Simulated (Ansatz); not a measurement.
# Aluminium, simple cubic under r²SCAN: from relaxation to bulk modulus

Aim: take aluminium in the simple cubic structure, relax it, solve it on a dense k-mesh, switch on spin-orbit coupling, then scale the cell to 7 volumes from 88 to 112 % of the relaxed one and try a fit of the equation of state. The k-meshes are 12×12×12 for the relaxation; 19×19×19 for the dense run; 12×12×12 for spin-orbit coupling; 13×13×13 for the volumes.

This is Al in the simple cubic structure; at room conditions it is fcc.

Program: Ansatz 0.2.0. Level of theory: DFT r2SCAN, plane waves (500 eV) with PAW, scalar-relativistic; PAW files made under PBE, frozen cores solved again for the functional. These are calculated values, not measurements.

## 1. Starting point

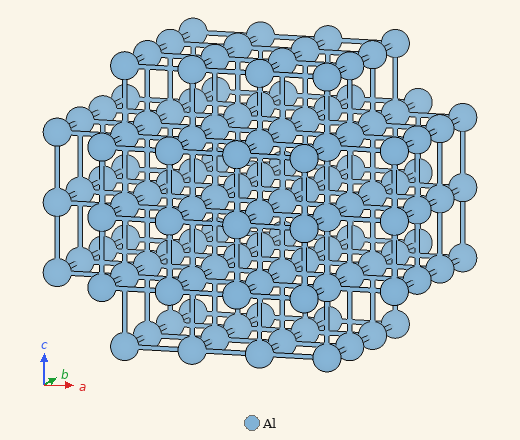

Start, viewed slightly off an axis; aluminium light blue. 3×3×2 cells are drawn. Any atoms on the faces are drawn again on the opposite ones, and bonded neighbours outside are added.

Coordinates:

```
Al
1.0
     2.61737    0.00000    0.00000
     0.00000    2.61737    0.00000
     0.00000    0.00000    2.61737
Al
1
Direct
  0.00000 0.00000 0.00000
```

## 2. Relaxation of the cell

Input file input.yaml:

```yaml
crystal:
  lattice:
    - [2.6173666896, 0.0, 0.0]
    - [0.0, 2.6173666896, 0.0]
    - [0.0, 0.0, 2.6173666896]
  atoms:
    - { symbol: Al, position: [0.0, 0.0, 0.0] }
hamiltonian:
  xc: r2scan
  pseudopotentials:
    kind: paw
    azcp:
      Al: "pseudopotentials/Al.paw.azcp"
basis:
  ecutwfc: 500
  fft_grid_basis: typed
kpoints:
  mp_grid: { grid: [12, 12, 12], shift: [0, 0, 0] }
magnetization:
  spin_polarized: false
scf:
  occupations: { method: fermi_dirac, width: 0.1 }
relax:
  max_steps: 60
  f_tol: 0.01
  cell: {}
```

Run with:

```
ansatz run input.yaml --threads 1 --pin off --max-ram 3584MiB --backend cpu --events-out ev --progress --plain --runs-dir out
```

Output:

```text
Engine: ansatz 0.2.0, x86_64-unknown-linux-gnu
Pseudopotentials: kind: paw
Pseudopotential: Al, paw, valence charge 3, recommended cutoff 500 eV (meta_gga), <dir>
Functional definition: r2SCAN
  parameter k0 = 0.174
  parameter k1 = 0.065
  parameter a1 = 4.9479
  exchange = r2scan_x(k0 = k0, k1 = k1, a1 = a1)
  correlation = r2scan_c
Crystal: 1 atoms, lattice volume = 17.931 Å³
Basis set: ecut = 500 eV, 461 PW (Γ), exchange–correlation on 80×80×80 points (64 copies of the dense FFT grid, shifted against one another)
Bands: 6, of which v1, the nominal top of the filled ones, is band 2 counted from 1 (1 counted from 0)
Symmetry: 48 space group operations
Space group: Pm-3m (ITA 221), of the structure as read, at distance tolerance 2.6e-5 Å
k-points: 84 of 1728
Non-local potential: Al, projectors of the file, l = 0: 2, l = 1: 2, l = 2: 1
PAW form: soft (Blöchl's): semilocal exchange-correlation on the pseudo side does not see the compensation charge
PAW frozen core: Al, regenerated for the run's functional (the file was generated under x = pbe(κ = 0.804, μ = 0.2195149727645171), c = pbe(β = 0.06672455060314922))
PAW one-centre angular grid: Al, 302 points (default); XC on 160 Gauss nodes
Initial density: superposition of atomic densities (neutral atoms: chi_scale 0, normalization atom), corrected by the library's trained network
Initial wavefunctions: pseudopotential atomic-orbital guess
Functional: x = r2scan, c = r2scan; τ floored in thin density (d = 2e-4 eV/Å³)
SCF iter   1: F=—  HF=-539.909265 eV  |F-HF|=—  |Δ(HF+E_count)|=         —  Δρ=3.82e-3  dr2=3.58e-3  dr2_τ=3.82e-3  ethr=1.77e-3  ⟨swp⟩=4.8  Hψ=4573  notcnv=0
preconditioner: auto → none  [metal: Δε(μ)=0.147 eV  Ē_g=13.648 eV  σ=0.100 eV  W_gap=0.35  n_scr=0 (ndim 8)  ℏωp=15.2 eV  f_vac=0.000  D(μ)=0.34/eV (n_scr^D=0)]
SCF iter   2: F=—  HF=-539.920960 eV  |F-HF|=—  |Δ(HF+E_count)|=   1.17e-2  Δρ=2.17e-3  dr2=1.01e-3  dr2_τ=3.62e-6  ethr=1.19e-4  ⟨swp⟩=2.0  Hψ=1662  notcnv=0  defer=13
SCF iter   3: F=—  HF=-539.920940 eV  |F-HF|=—  |Δ(HF+E_count)|=   1.98e-5  Δρ=2.58e-4  dr2=1.11e-5  dr2_τ=2.74e-7  ethr=3.36e-5  ⟨swp⟩=1.9  Hψ=642  notcnv=0  defer=13
SCF iter   4: F=—  HF=-539.920961 eV  |F-HF|=—  |Δ(HF+E_count)|=   2.03e-5  Δρ=5.22e-5  dr2=2.69e-7  dr2_τ=5.29e-9  ethr=3.70e-7  ⟨swp⟩=2.0  Hψ=651  notcnv=0  defer=13
iter 5 did not close the SCF: its close was put off for the readings that it lacked (scf_convergence_deferred on its scf_iter line)
SCF iter   5: F=-539.920962 eV  HF=-539.920962 eV  |F-HF|=9.51e-8  |Δ(HF+E_count)|=   1.39e-6  Δρ=1.67e-5  dr2=3.43e-8  dr2_τ=3.93e-10  ethr=8.96e-9  ⟨swp⟩=2.0  Hψ=673  notcnv=0  defer=13
SCF iter   6: F=-539.920962 eV  HF=-539.920962 eV  |F-HF|=2.08e-9  |Δ(HF+E_count)|=   1.14e-7  Δρ=2.00e-6  dr2=5.02e-10  dr2_τ=5.32e-12  ethr=1.14e-9  ⟨swp⟩=1.9  Hψ=1536  notcnv=0
SCF 1 converged in 6 iterations: F = -539.920962 eV  dr2 = 5.02e-10
relax step   1: F+E_penalty+E_count = -539.92096206 eV  Δ(F+E_penalty+E_count) = +0.000e0 eV  max|allowed force component| = 0.000e0 eV/Å  Δτ_max = 0.0000 Å  P = +7.522 GPa  Ω = 17.931 Å³  (6 SCF iters, dr2 threshold 1.00e-7 eV, accepted)
Crystal: 1 atoms, lattice volume = 19.492 Å³
Basis set: ecut = 500 eV, 485 PW (Γ), exchange–correlation on 80×80×80 points (64 copies of the dense FFT grid, shifted against one another)
Initial density: handed on by an earlier stage of this run
Initial wavefunctions: those handed on with the density
iter 1 solved again at ethr=1.37e-5 eV; its pass at ethr=3.10e-3 eV (dr2=4.11e-4 eV) is discarded
SCF iter   1: F=—  HF=-539.956174 eV  |F-HF|=—  |Δ(HF+E_count)|=         —  Δρ=1.37e-3  dr2=4.20e-4  dr2_τ=4.01e-4  ethr=1.37e-5  ⟨swp⟩=1.2  Hψ=5290  notcnv=0
preconditioner: auto → none  [metal: Δε(μ)=0.152 eV  Ē_g=12.959 eV  σ=0.100 eV  W_gap=0.36  n_scr=0 (ndim 8)  ℏωp=14.6 eV  f_vac=0.000  D(μ)=0.41/eV (n_scr^D=0)]
SCF iter   2: F=—  HF=-539.960247 eV  |F-HF|=—  |Δ(HF+E_count)|=   4.07e-3  Δρ=7.99e-4  dr2=1.07e-4  dr2_τ=1.35e-6  ethr=1.37e-5  ⟨swp⟩=2.0  Hψ=981  notcnv=0
SCF iter   3: F=—  HF=-539.960246 eV  |F-HF|=—  |Δ(HF+E_count)|=   1.45e-6  Δρ=5.99e-5  dr2=9.44e-7  dr2_τ=3.57e-8  ethr=3.56e-6  ⟨swp⟩=2.1  Hψ=620  notcnv=0
SCF iter   4: F=—  HF=-539.960247 eV  |F-HF|=—  |Δ(HF+E_count)|=   1.82e-6  Δρ=2.99e-5  dr2=1.94e-7  dr2_τ=1.20e-9  ethr=3.33e-9  ⟨swp⟩=3.9  Hψ=1150  notcnv=0
SCF iter   5: F=-539.960248 eV  HF=-539.960248 eV  |F-HF|=4.60e-9  |Δ(HF+E_count)|=   4.15e-7  Δρ=3.46e-6  dr2=1.97e-9  dr2_τ=1.39e-11  ethr=3.33e-9  ⟨swp⟩=3.8  Hψ=1135  notcnv=0
SCF 2 converged in 5 iterations: F = -539.960248 eV  dr2 = 1.97e-9
relax step   2: F+E_penalty+E_count = -539.96024778 eV  Δ(F+E_penalty+E_count) = -3.929e-2 eV  max|allowed force component| = 0.000e0 eV/Å  Δτ_max = 0.0000 Å  P = +1.025 GPa  Ω = 19.492 Å³  energy of the carried Pulay correction = -5.374e-5 eV  (5 SCF iters, dr2 threshold 1.00e-7 eV, accepted)
Crystal: 1 atoms, lattice volume = 19.763 Å³
iter 1 solved again at ethr=2.95e-7 eV; its pass at ethr=3.10e-3 eV (dr2=8.84e-6 eV) is discarded
SCF iter   1: F=—  HF=-539.961147 eV  |F-HF|=—  |Δ(HF+E_count)|=         —  Δρ=2.17e-4  dr2=1.10e-5  dr2_τ=9.46e-6  ethr=2.95e-7  ⟨swp⟩=2.1  Hψ=5001  notcnv=0
preconditioner: auto → none  [metal: Δε(μ)=0.098 eV  Ē_g=12.873 eV  σ=0.100 eV  W_gap=0.24  n_scr=0 (ndim 8)  ℏωp=14.5 eV  f_vac=0.000  D(μ)=0.42/eV (n_scr^D=0)]
SCF iter   2: F=—  HF=-539.961238 eV  |F-HF|=—  |Δ(HF+E_count)|=   9.08e-5  Δρ=1.32e-4  dr2=3.07e-6  dr2_τ=3.58e-8  ethr=2.95e-7  ⟨swp⟩=2.0  Hψ=636  notcnv=0
SCF iter   3: F=-539.961239 eV  HF=-539.961239 eV  |F-HF|=6.73e-8  |Δ(HF+E_count)|=   5.51e-7  Δρ=9.41e-6  dr2=2.21e-8  dr2_τ=9.46e-10  ethr=3.33e-9  ⟨swp⟩=2.7  Hψ=1616  notcnv=0
SCF 3 converged in 3 iterations: F = -539.961239 eV  dr2 = 2.21e-8
relax step   3: F+E_penalty+E_count = -539.96123873 eV  Δ(F+E_penalty+E_count) = -9.910e-4 eV  max|allowed force component| = 0.000e0 eV/Å  Δτ_max = 0.0000 Å  P = +0.168 GPa  Ω = 19.763 Å³  energy of the carried Pulay correction = -6.263e-5 eV  (3 SCF iters, dr2 threshold 1.00e-7 eV, accepted)
Crystal: 1 atoms, lattice volume = 19.817 Å³
iter 1 solved again at ethr=1.57e-8 eV; its pass at ethr=3.10e-3 eV (dr2=4.70e-7 eV) is discarded
SCF iter   1: F=—  HF=-539.961264 eV  |F-HF|=—  |Δ(HF+E_count)|=         —  Δρ=4.77e-5  dr2=5.76e-7  dr2_τ=3.62e-7  ethr=1.57e-8  ⟨swp⟩=2.1  Hψ=4947  notcnv=0
preconditioner: auto → none  [metal: Δε(μ)=0.086 eV  Ē_g=12.855 eV  σ=0.100 eV  W_gap=0.21  n_scr=0 (ndim 8)  ℏωp=14.4 eV  f_vac=0.000  D(μ)=0.42/eV (n_scr^D=0)]
SCF iter   2: F=—  HF=-539.961266 eV  |F-HF|=—  |Δ(HF+E_count)|=   2.32e-6  Δρ=2.67e-5  dr2=1.41e-7  dr2_τ=1.56e-9  ethr=1.57e-8  ⟨swp⟩=2.0  Hψ=636  notcnv=0
SCF iter   3: F=-539.961266 eV  HF=-539.961266 eV  |F-HF|=3.16e-9  |Δ(HF+E_count)|=   7.17e-9  Δρ=2.07e-6  dr2=9.53e-10  dr2_τ=3.59e-11  ethr=2.34e-9  ⟨swp⟩=3.8  Hψ=1139  notcnv=0
SCF 4 converged in 3 iterations: F = -539.961266 eV  dr2 = 9.53e-10
relax step   4: F+E_penalty+E_count = -539.96126585 eV  Δ(F+E_penalty+E_count) = -2.712e-5 eV  max|allowed force component| = 0.000e0 eV/Å  Δτ_max = 0.0000 Å  P = +0.005 GPa  Ω = 19.817 Å³  energy of the carried Pulay correction = -6.438e-5 eV  (3 SCF iters, dr2 threshold 7.02e-8 eV, accepted)
Initial wavefunctions: pseudopotential atomic-orbital guess (no wavefunctions were taken with the density)
iter 1 solved again at ethr=3.67e-9 eV; its pass at ethr=3.10e-3 eV (dr2=1.10e-7 eV) is discarded
SCF iter   1: F=—  HF=-539.961301 eV  |F-HF|=—  |Δ(HF+E_count)|=         —  Δρ=1.89e-5  dr2=4.48e-9  dr2_τ=5.39e-9  ethr=3.67e-9  ⟨swp⟩=3.2  Hψ=6171  notcnv=0
SCF iter   2: F=—  HF=-539.961301 eV  |F-HF|=—  |Δ(HF+E_count)|=   6.52e-7  Δρ=9.79e-6  dr2=1.42e-9  dr2_τ=1.33e-9  ethr=1.49e-10  ⟨swp⟩=2.0  Hψ=640  notcnv=0
SCF iter   3: F=-539.961302 eV  HF=-539.961302 eV  |F-HF|=1.31e-10  |Δ(HF+E_count)|=   2.32e-7  Δρ=2.61e-7  dr2=2.67e-12  dr2_τ=8.64e-13  ethr=1.00e-12  ⟨swp⟩=4.0  Hψ=1795  notcnv=0
SCF 5 converged in 3 iterations: F = -539.961302 eV  dr2 = 2.67e-12
relax step   5: F+E_penalty+E_count = -539.96130169 eV  Δ(F+E_penalty+E_count) = -3.584e-5 eV  max|allowed force component| = 0.000e0 eV/Å  Δτ_max = 0.0000 Å  P = +0.002 GPa  Ω = 19.817 Å³  stress off target by 1.81e-3 GPa  SCF on the basis re-selected at this cell (its energy is not comparable with the rows above)  (3 SCF iters)
basis re-selected at this cell: Δ(F+E_penalty+E_count) = -3.584e-5 eV, ΔP = -0.003 GPa vs the last step (what re-selecting the basis moved, of the pressure what is left beyond the Pulay correction that the steps carried, after the strain that the cell walked since its last selection, with what the two solves' SCF thresholds leave and, on support functions, any second-order correction that the steps lacked; it is no measure of the basis error at this ecutwfc). This SCF's stress stands 1.81e-3 GPa from its target on what of the cell is left free (relax.cell.stress_tol is 5.00e-2 GPa) and its largest allowed force component is 0.00e0 eV/Å (relax.f_tol is 1.00e-2 eV/Å): within both
SCF converged after 3 iterations
Free energy (F): -539.961302 eV
Harris-Foulkes:  -539.961302 eV  (|F-HF|=1.31e-10)
Internal energy: -539.946772 eV  (E = F + TS)
E sigma→0 (E₀):  -539.954037 eV
Entropy (-TS):   -0.014530 eV (-14.530 meV/atom)
Fermi energy:    5.733182 eV
--- Per-component energies (eV) ---
  E_band       = 5.333622
  E_kinetic    = 21.318300
  E_local      = 4.909721  (includes V_loc(G=0)·N_el)
  E_nonlocal   = 10.269203
  E_hartree    = 0.406532
  E_xc         = -35.689013
  E_vxc        = -29.697983  (∫ρ·V_xc dr)
  E_paw        = -473.161733  (= ΣΔE_a)
  E_vpaw       = -3.473867  (= ΣTr[D̂ρ^β])
  E_aug_tail   = -0.000001  (compensation charges beyond the density's cutoff)
  E_vtau       = 1.195187  (kinetic-family band-sum trace: ∫τ·v_τ [+ j·A + Jᵃ·Aᵃ] dr)
  E_ewald      = -67.939673
  E_core_change = -0.060108  (= ΣΔE_core)
  E_smearing   = -0.014530  (= −TS)
  E_closure    = 0.000000  (closes the sum)
  Σ components = -539.961302   (vs F -539.961302, Δ=0.00e0)
--- Forces (eV/Å), atoms counted from 1 ---
  atom   1  Al    -0.00000000     0.00000000    -0.00000000
  max |Σ_I F_I| component: 6.42e-35 eV/Å
--- Stress (GPa, compression-positive) ---
        0.001807      -0.000000       0.000000
       -0.000000       0.001807      -0.000000
        0.000000      -0.000000       0.001807
  P = ⅓ Tr σ = 0.0018 GPa (0.018 kbar)
--- Relaxed structure (4 steps of the walk, 4 accepted, 1 SCFs on fresh bases) ---
  F+E_penalty+E_count = -539.96130169 eV   max|allowed force component| = 0.000e0 eV/Å   (the final SCF, on the basis selected at the relaxed cell)
  cell:  # Å, volume = 19.8170 Å³
    - [2.706111807768072, 4.879022525780997e-33, 1.2839532962581572e-34]
    - [4.879022525780997e-33, 2.706111807768072, -1.2839532962581572e-34]
    - [1.2839532962581572e-34, -1.2839532962581572e-34, 2.706111807768072]
  atoms:
    - { symbol: Al, position: [0.0, 0.0, 0.0] }
```

Wall time 8.7 s (1 thread of Intel Xeon Platinum 8259CL at 2.50GHz (Skylake/Cascade Lake), shared host); peak memory 0.5 GiB.

The steps of the relaxation:

```
step  energy change (meV/atom)  largest force (eV/Å)  pressure (GPa)  volume (Å³/atom)
   1                      0.00                0.0000            7.52            17.931
   2                    -39.29                0.0000            1.03            19.492
   3                    -40.28                0.0000            0.17            19.763
   4                    -40.30                0.0000            0.01            19.817
   5                    -40.34                0.0000            0.00            19.817
```

Steps that repeat a cell are solved on a basis chosen anew, so their changes of energy are no gain of the relaxation.

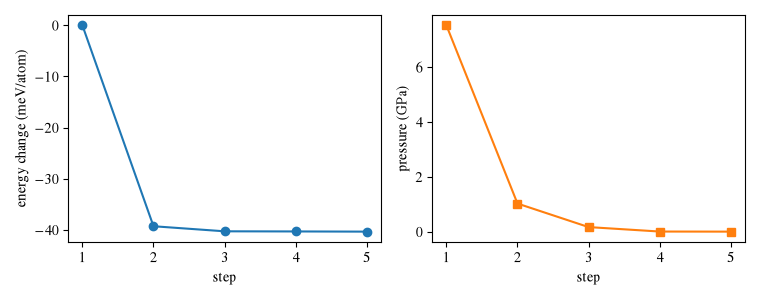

Energy and pressure over the accepted steps.

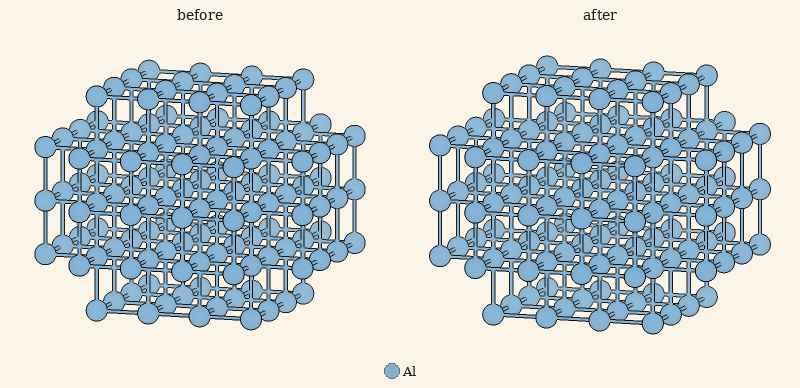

Before and after, at one scale. The cells drawn are those of the first picture.

Changes in the cell that was computed:

|  | before | after | change |
| --- | --- | --- | --- |
| a (Å) | 2.617 | 2.706 | +3.4 % |
| b (Å) | 2.617 | 2.706 | +3.4 % |
| c (Å) | 2.617 | 2.706 | +3.4 % |
| volume (Å³/atom) | 17.931 | 19.817 | +10.5 % |
| shortest distance (Å) | 2.617 | 2.706 | +3.4 % |
| space group (spins left aside) | Pm-3m | Pm-3m | same |

## 3. Single point on a dense mesh

Input file input.yaml:

```yaml
crystal:
  lattice:
    - [2.7061118078, 0.0, 0.0]
    - [0.0, 2.7061118078, 0.0]
    - [0.0, 0.0, 2.7061118078]
  atoms:
    - { symbol: Al, position: [0.0, 0.0, 0.0] }
hamiltonian:
  xc: r2scan
  pseudopotentials:
    kind: paw
    azcp:
      Al: "pseudopotentials/Al.paw.azcp"
basis:
  ecutwfc: 500
  fft_grid_basis: typed
kpoints:
  mp_grid: { grid: [19, 19, 19], shift: [0, 0, 0] }
magnetization:
  spin_polarized: false
scf:
  occupations: { method: fermi_dirac, width: 0.1 }
```

Run with:

```
ansatz run input.yaml --threads 1 --pin off --max-ram 3584MiB --backend cpu --events-out ev --progress --plain --runs-dir out
```

Output, cut to the lines that bear on the results:

```text
[...]
[... 3 set-up lines as earlier in the session ...]
[...]
Crystal: 1 atoms, lattice volume = 19.817 Å³
Basis set: ecut = 500 eV, 485 PW (Γ), exchange–correlation on 80×80×80 points (64 copies of the dense FFT grid, shifted against one another)
Bands: 6, of which v1, the nominal top of the filled ones, is band 2 counted from 1 (1 counted from 0)
[... 1 set-up line as earlier in the session ...]
Space group: Pm-3m (ITA 221), of the structure as read, at distance tolerance 2.7e-5 Å
k-points: 220 of 6859
[...]
SCF iter   1: F=—  HF=-539.951298 eV  |F-HF|=—  |Δ(HF+E_count)|=         —  Δρ=3.61e-3  dr2=3.78e-3  dr2_τ=2.69e-3  ethr=1.77e-3  ⟨swp⟩=4.6  Hψ=11872  notcnv=0
[...]
SCF iter   6: F=-539.961738 eV  HF=-539.961738 eV  |F-HF|=1.07e-10  |Δ(HF+E_count)|=   1.57e-8  Δρ=4.30e-7  dr2=3.27e-11  dr2_τ=1.85e-13  ethr=1.96e-10  ⟨swp⟩=1.0  Hψ=3638  notcnv=0
[...]
SCF converged after 6 iterations
Free energy (F): -539.961738 eV
[...]
E sigma→0 (E₀):  -539.953776 eV
Entropy (-TS):   -0.015923 eV (-15.923 meV/atom)
Fermi energy:    5.718633 eV
[...]
```

Run time: 4.3 s. Hardware: 1 thread of Intel Xeon Platinum 8259CL at 2.50GHz (Skylake/Cascade Lake), shared host; peak memory 0.49 GiB.

## 4. Spin-orbit coupling switched on

Edit input.yaml of step 3 so:

```diff
@@ -10,3 +10,3 @@
   pseudopotentials:
-    kind: paw
+    kind: paw_fr
     azcp:
@@ -17,5 +17,6 @@
 kpoints:
-  mp_grid: { grid: [19, 19, 19], shift: [0, 0, 0] }
+  mp_grid: { grid: [12, 12, 12], shift: [0, 0, 0] }
 magnetization:
-  spin_polarized: false
+  noncollinear: true
+  spin_orbit: true
 scf:
```

Run with:

```
ansatz run input.yaml --threads 1 --pin off --max-ram 3584MiB --backend cpu --events-out ev --progress --plain --runs-dir out
```

Output, cut to the lines that bear on the results:

```text
[...]
Pseudopotentials: kind: paw_fr
Pseudopotential: Al, paw_fr, valence charge 3, recommended cutoff 500 eV (meta_gga), <dir>
[... 1 set-up line as earlier in the session ...]
[...]
non-collinear run that drives no moment, with spin-orbit: no starting moment large enough to seed its density (crystal.atoms[].spin), no starting occupations that ask for one, no magnetisation constraint and no magnetic field, so the semilocal B_xc is pinned to zero
Crystal: 1 atoms, lattice volume = 19.817 Å³
Basis set: ecut = 500 eV, 485 PW (Γ), exchange–correlation on 80×80×80 points (64 copies of the dense FFT grid, shifted against one another)
Bands: 12, of which v1, the nominal top of the filled ones, is band 3 counted from 1 (2 counted from 0)
Symmetry: 48 space group operations + 48 with time reversal
Magnetic group: BNS 221.93 (UNI 1595), of the structure as read, at distance tolerance 2.7e-5 Å
k-points: 84 of 1728
Projection manifold: j_resolved (fully-relativistic pseudo-atomic orbitals)
[...]
SCF iter   1: F=—  HF=-539.786303 eV  |F-HF|=—  |Δ(HF+E_count)|=         —  Δρ=1.69e-2  dr2=5.93e-2  dr2_τ=6.63e-4  dr2_m=0.00e0 (ungated)  ethr=1.97e-3  |M|=0.00e0 ∫|m|=0.00e0 μB  |m|>n=0.0e0 m-floor=0.0e0 τ_xc=0.0e0  β_m=0.30  ⟨swp⟩=1.2  Hψ=5685  notcnv=0
[...]
SCF iter   5: F=-539.809309 eV  HF=-539.809309 eV  |F-HF|=1.41e-8  |Δ(HF+E_count)|=   2.82e-6  Δρ=8.43e-6  dr2=1.45e-8  dr2_τ=3.80e-11  dr2_m=0.00e0 (ungated)  ethr=3.33e-9  |M|=0.00e0 ∫|m|=0.00e0 μB  |m|>n=0.0e0 m-floor=0.0e0 τ_xc=0.0e0  ⟨swp⟩=1.0  Hψ=1386  notcnv=0
[...]
SCF converged after 5 iterations
Magnetization: |M| = 0.0000 μB,  M = (+0.0000, +0.0000, +0.0000) μB
Absolute magnetization: 0.0000 μB (∫|m|)
  site 0: m = (+0.0000, +0.0000, +0.0000) μB, |m| = 0.0000 μB  (R = 1.12 Å)
Free energy (F): -539.809309 eV
[...]
E sigma→0 (E₀):  -539.802044 eV
Entropy (-TS):   -0.014530 eV (-14.530 meV/atom)
Fermi energy:    5.733169 eV
[...]
```

Wall time 8.9 s (1 thread of Intel Xeon Platinum 8259CL at 2.50GHz (Skylake/Cascade Lake), shared host); peak memory 0.44 GiB.

With and without spin-orbit coupling:

```
                          scalar-relativistic      with spin-orbit coupling
         k-mesh                      19×19×19                      12×12×12
gap on the mesh  none (levels filled in part)  none (levels filled in part)
```

The meshes differ, so small differences between the columns need not come from spin-orbit coupling.

## 5. Volume × 0.88

Input file input.yaml:

```yaml
crystal:
  lattice:
    - [2.5932235702, 0.0, 0.0]
    - [0.0, 2.5932235702, 0.0]
    - [0.0, 0.0, 2.5932235702]
  atoms:
    - { symbol: Al, position: [0.0, 0.0, 0.0] }
hamiltonian:
  xc: r2scan
  pseudopotentials:
    kind: paw
    azcp:
      Al: "pseudopotentials/Al.paw.azcp"
basis:
  ecutwfc: 500
  fft_grid_basis: typed
kpoints:
  mp_grid: { grid: [13, 13, 13], shift: [0, 0, 0] }
magnetization:
  spin_polarized: false
scf:
  occupations: { method: fermi_dirac, width: 0.1 }
  lower_state_search: "off"
output:
  stress: true
```

Run with:

```
ansatz run input.yaml --threads 1 --pin off --max-ram 3584MiB --backend cpu --events-out ev --progress --plain --runs-dir out
```

Output, cut to the lines that bear on the results:

```text
[...]
[... 3 set-up lines as earlier in the session ...]
[...]
Crystal: 1 atoms, lattice volume = 17.439 Å³
Basis set: ecut = 500 eV, 461 PW (Γ), exchange–correlation on 80×80×80 points (64 copies of the dense FFT grid, shifted against one another)
Bands: 6, of which v1, the nominal top of the filled ones, is band 2 counted from 1 (1 counted from 0)
[... 2 set-up lines as earlier in the session ...]
k-points: 84 of 2197
[...]
SCF iter   1: F=-539.887974 eV  HF=-539.877089 eV  |F-HF|=1.09e-2  |Δ(HF+E_count)|=         —  Δρ=3.77e-3  dr2=3.28e-3  dr2_τ=4.22e-3  ethr=1.77e-3  ⟨swp⟩=4.8  Hψ=4536  notcnv=0
[...]
SCF iter   6: F=-539.889260 eV  HF=-539.889260 eV  |F-HF|=1.42e-9  |Δ(HF+E_count)|=   8.48e-8  Δρ=1.63e-6  dr2=3.09e-10  dr2_τ=3.83e-12  ethr=1.07e-9  ⟨swp⟩=2.0  Hψ=1509  notcnv=0
[...]
SCF converged after 6 iterations
Free energy (F): -539.889260 eV
[...]
E sigma→0 (E₀):  -539.881837 eV
Entropy (-TS):   -0.014845 eV (-14.845 meV/atom)
Fermi energy:    6.913854 eV
[...]
--- Stress (GPa, compression-positive) ---
       10.329303      -0.000000      -0.000000
        0.000000      10.329303       0.000000
        0.000000       0.000000      10.329303
  P = ⅓ Tr σ = 10.3293 GPa (103.293 kbar)
```

Run time: 2.9 s. Hardware: 1 thread of Intel Xeon Platinum 8259CL at 2.50GHz (Skylake/Cascade Lake), shared host; peak memory 0.48 GiB.

(Part 1 of 2 ends here.)
